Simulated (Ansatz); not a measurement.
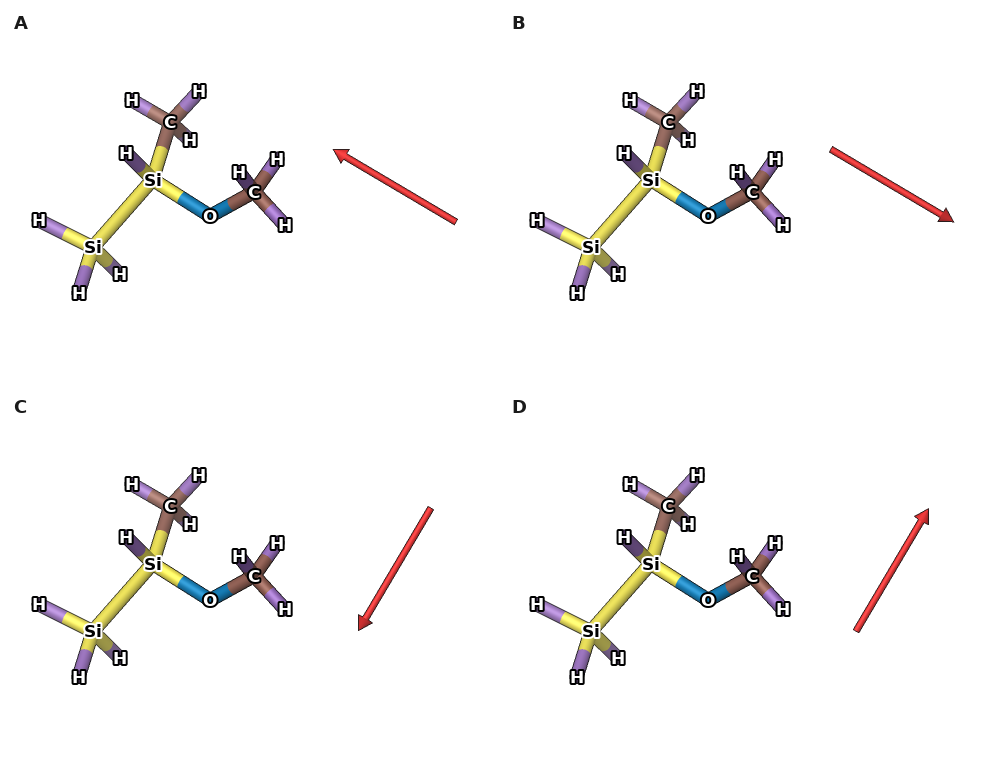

The same molecule four times, each with an arrow. The computed structure is the end point of a PBE-D4/def2-SVP optimisation. No frequency run is at hand to confirm it as a minimum. Level of theory: RKS PBE-D4/def2-SVP (Ansatz 0.2.0).

Which arrow points along the dipole moment, from the negative to the positive end?

Answer. D. The dipole moment is 1.69 D.
